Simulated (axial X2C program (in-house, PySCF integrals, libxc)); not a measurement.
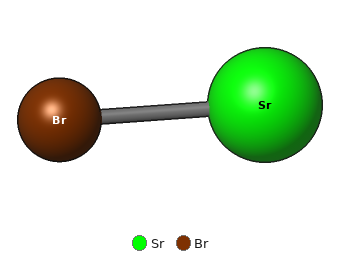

*The molecule at the reference distance of 2.613 Å.*

Relativistic diatomic calculation for SrBr⁺

SrBr⁺, single determinant with M_S = 0 and |Λ| = 0. Computed at this level: PBE0, spin-free X2C-1e, Sr dyall-cv3z, Br dyall-cv3z (cores contracted) (axial X2C program (in-house, PySCF integrals, libxc)).

### Input file
```
{"zs": [38, 35], "q": 1, "bas": ["dyall-cv3z", "dyall-cv3z"], "levels": ["PBE0", "HF", "BHandHLYP"], "cc": true, "r0": 2.99, "thr": -1.0, "nmax": 90, "npts": 10, "nst": 2, "ntry": 6}
```

The line is the task of a batch: nuclear charges, charge, bases, the levels to run, a first guess of the distance and further settings. This report covers PBE0 without spin-orbit coupling. The log is that of the reference distance 2.613 Å, started from orbitals converged before.

The run was one of a batch that the task file lists, launched with:
```bash
python <driver script> task.json out
```

### Output
```
spin-free X2C-1e  PBE0
basis functions 235  fitting functions 1259  grid points 5801
iter        total energy     max residual
   1      -5784.923593827     1.73e-05
   2      -5784.923593831     1.67e-05
converged
one-electron -8548.38242261  Coulomb 2692.38436630  exact exchange -48.77572405  xc functional -149.49757104  nuclear repulsion 269.34775757
```

### The points of the curve

```
R (Å)   E (hartree)  dipole (D; origin at the first atom, positive when the second is positive)  highest filled (eV)  lowest empty (eV)
2.273  −5784.890046                                                                       −3.80               −12.77              −6.51
2.378  −5784.909852                                                                       −4.34               −12.56              −6.61
2.456  −5784.918259                                                                       −4.73               −12.31              −6.69
2.535  −5784.922520                                                                       −5.12               −12.07              −6.78
2.613  −5784.923594                                                                       −5.49               −11.85              −6.87
2.704  −5784.921826                                                                       −5.92               −11.61              −6.97
2.796  −5784.917686                                                                       −6.33               −11.38              −7.08
2.913  −5784.909987                                                                       −6.84               −11.12              −7.21
3.057  −5784.898360                                                                       −7.43               −10.82              −7.38
3.266  −5784.879528                                                                       −8.21               −10.45              −7.60
```

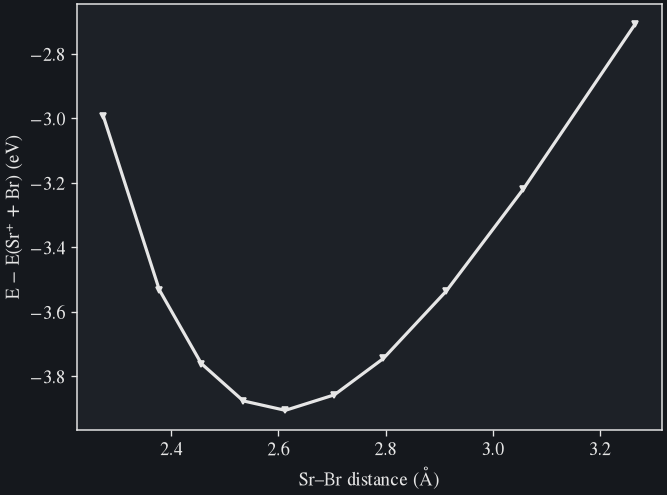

*Energy at 10 bond lengths, for one set of occupations held fixed; the line joins the points.*

A polynomial of degree 6 through 9 points gives rₑ = 2.605 Å, ωₑ = 268.1 cm⁻¹, ωₑxₑ = 0.51 cm⁻¹ and Bₑ = 0.05974 cm⁻¹. The minimum lies 3.91 eV below Sr⁺ + Br, each computed as one determinant at the same level.

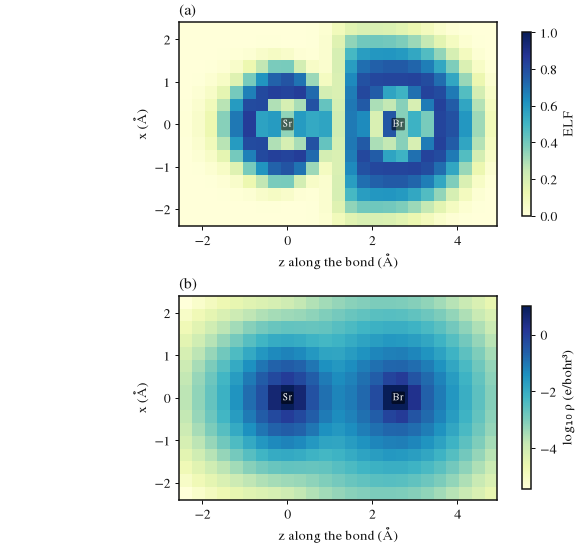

*(a) electron localisation function; (b) electron density on a logarithmic scale, in a plane that holds the axis, at 2.61 Å, on points 0.3 Å apart (one half computed, the other mirrored); the structure near the nuclei is finer than these points.*

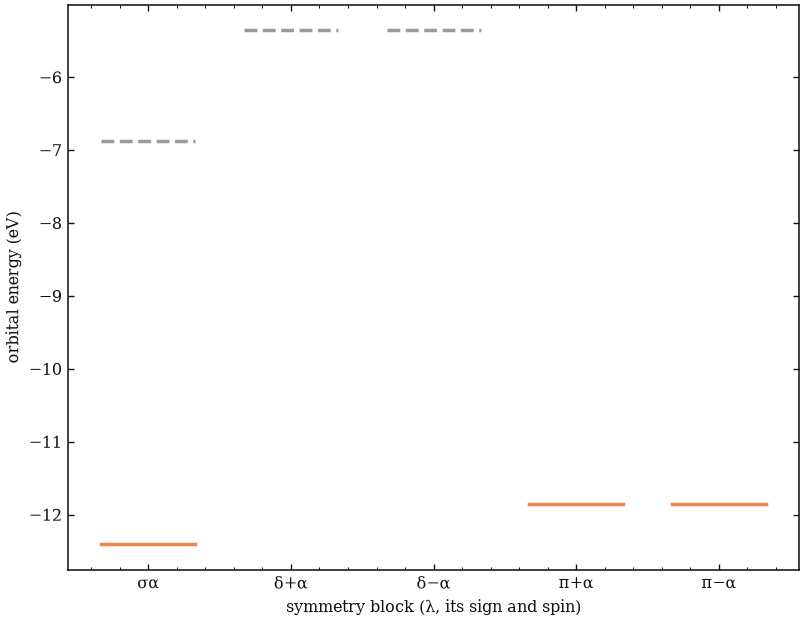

*Orbital energies near the frontier at 2.61 Å, filled (solid) and empty (dashed); a label such as π−α means λ = −1 and α spin, and the β levels equal the α ones.*

The highest filled orbital (π−α; 86 % Br p, 8 % Sr d) lies at −11.85 eV, the lowest empty one (σα; 79 % Sr s, 10 % Sr p) at −6.87 eV.

### Key numbers

| quantity | value |
| --- | --- |
| outcome | converged |
| bond length rₑ | 2.605 Å |
| ωₑ | 268.1 cm⁻¹ |
| energy at the minimum | −5784.92361 hartree |
| depth below the fragments | 3.91 eV |
| hardware | 1 thread of Arm Neoverse V1, 24 GiB of memory available, shared host |
| wall time | 6.2 s |
| peak memory | 0.56 GiB |
